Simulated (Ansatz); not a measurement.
# AlHO: the cost of one run

Computed with Ansatz 0.2.0, Gaussian basis. Level: PBE0-D4/def2-TZVP structures, single points in def2-TZVPP, no counterpoise correction.

Levels: SPW92, PBE-D4, BLYP-D4, r2SCAN-D4, B97M-V, PBE0-D4, B3LYP-D4, r2SCAN0-D4, BHLYP-D4, CAM-B3LYP-D4, wB97X-V, wB97M-V, B2PLYP, PBE-QIDH, RPA on PBE, Hartree-Fock, MP2, CCSD, CCSD(T).

Cores are frozen in the correlated methods. B3LYP uses VWN-RPA correlation. B2PLYP carries no dispersion term here.

56 further runs of the same task are left out: 56 set aside as unsound or not needed.

### Step 1. The system as given

The complex: 10 atoms, charge 0, spin multiplicity 1.

Atoms are counted from 1 here; the program's logs count them from 0.

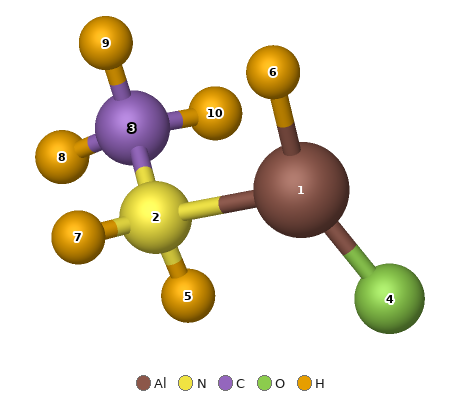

The starting geometry (aluminium brown, nitrogen yellow, carbon purple, oxygen green, hydrogen amber); atoms are numbered from 1 in the order of the file.

As a file:

```
Al   -0.99584    0.03277    1.47864
N     0.54742    0.21482    0.17563
C     0.32063   -0.26033   -1.19907
O    -1.41034    1.56617    1.75661
H     0.55667    1.23554    0.21634
H    -1.20861   -1.52409    1.68785
H     1.44437   -0.11498    0.51963
H     1.13147    0.02618   -1.87097
H     0.22441   -1.34594   -1.19524
H    -0.61018    0.16987   -1.56942
```

Its parts: AlHO holds atoms 1, 4, 6; CH5N holds atoms 2, 3, 5, 7, 8, 9, 10. Each part counts its atoms afresh in its own runs.

### Step 2. Relaxing AlHO alone

File relax-a/in.yaml:

```yaml
crystal:
  periodic: [false, false, false]
  atoms:
    - {symbol: Al, position_ang: [-0.995839, 0.032770, 1.478636]}
    - {symbol: O, position_ang: [-1.410345, 1.566167, 1.756611]}
    - {symbol: H, position_ang: [-1.208607, -1.524092, 1.687847]}
basis:
  gaussian: {orbitals: def2-TZVP}
hamiltonian: {xc: pbe0, dispersion: d4}
relax: {f_tol: 0.005, max_steps: 200}
```

Launch:

```sh
$ ansatz run in.yaml --threads 4 --pin off --events-out ev --progress --plain --max-ram 9574MiB
```

**Question.** How long does this run take on 4 threads of Arm Neoverse V1, shared host?

About 2.3 s.
